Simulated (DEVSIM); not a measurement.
System: abrupt GaP p-n junction, at 300 K.

```tsv
layer (left to right)	material	thickness (μm)	Nd (cm⁻³)	Na (cm⁻³)	τn (s)	τp (s)
1	GaP	0.330	-	5e17	7.7e-7	7.7e-7
2	GaP	0.360	4.4e14	-	7.7e-7	7.7e-7
```

Left contact: ohmic. Right contact: ohmic. Voltage is applied to the left contact. Recombination: SRH at mid-gap, radiative, Auger. Mobility is μmin + (μ − μmin)/(1 + (N/Nref)^α).

Constants are typed, rounded textbook-type inputs, not results; the design itself was drawn at random and stands for no fabricated device. Values at 300 K.

```
parameter         GaP
-------------  ------
gap (eV)         2.26
affinity (eV)     3.8
permittivity     11.1
Nc (cm⁻³)      1.8e19
Nv (cm⁻³)      1.9e19
μn (cm²/Vs)       250
μp (cm²/Vs)       150
μn,min             10
μp,min             10
Nref,n         4.4e18
Nref,p           1e18
αn                0.8
αp               0.85
B (cm³/s)       1e-13
Cn (cm⁶/s)      1e-30
Cp (cm⁶/s)      1e-30
```

Model (solved in DEVSIM): 1D drift-diffusion, Boltzmann statistics, complete ionisation; no tunnelling, impact ionisation, image-force lowering or self-heating.

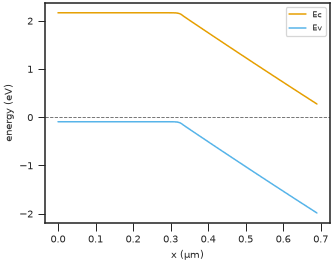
Band edges at zero bias

Energies count from the Fermi level of the right contact; mesh points crowd at the junctions.

| x (μm) | Ec (eV) | Ev (eV) | n (cm⁻³) | p (cm⁻³) | field (V/cm) |
|---|---|---|---|---|---|
| 0.000 | 2.166 | -0.094 | < 1e2 | 5.0e17 | ≈ 0 |
| 0.01175 | 2.166 | -0.094 | < 1e2 | 5.0e17 | ≈ 0 |
| 0.02838 | 2.166 | -0.094 | < 1e2 | 5.0e17 | ≈ 0 |
| 0.05192 | 2.166 | -0.094 | < 1e2 | 5.0e17 | ≈ 0 |
| 0.09772 | 2.166 | -0.094 | < 1e2 | 5.0e17 | ≈ 0 |
| 0.1501 | 2.166 | -0.094 | < 1e2 | 5.0e17 | ≈ 0 |
| 0.2067 | 2.166 | -0.094 | < 1e2 | 5.0e17 | ≈ 0 |
| 0.2618 | 2.166 | -0.094 | < 1e2 | 5.0e17 | ≈ 0 |
| 0.2901 | 2.166 | -0.094 | < 1e2 | 5.0e17 | -90 |
| 0.3101 | 2.164 | -0.096 | < 1e2 | 4.7e17 | -3000 |
| 0.3243 | 2.147 | -0.113 | < 1e2 | 2.4e17 | -29000 |
| 0.3378 | 2.079 | -0.181 | < 1e2 | 1.7e16 | -54000 |
| 0.3529 | 1.999 | -0.261 | < 1e2 | 7.8e14 | -52000 |
| 0.3743 | 1.887 | -0.373 | < 1e2 | 1.0e13 | -52000 |
| 0.4163 | 1.668 | -0.592 | < 1e2 | 2.2e9 | -52000 |
| 0.4645 | 1.419 | -0.841 | < 1e2 | 140000 | -52000 |
| 0.5242 | 1.113 | -1.147 | < 1e2 | < 1e2 | -51000 |
| 0.5817 | 0.820 | -1.440 | 310000 | < 1e2 | -51000 |
| 0.6318 | 0.567 | -1.693 | 5.4e9 | < 1e2 | -50000 |
| 0.6573 | 0.438 | -1.822 | 7.9e11 | < 1e2 | -50000 |
| 0.6753 | 0.348 | -1.912 | 2.6e13 | < 1e2 | -50000 |
| 0.6900 | 0.275 | -1.986 | 4.4e14 | < 1e2 | -50000 |
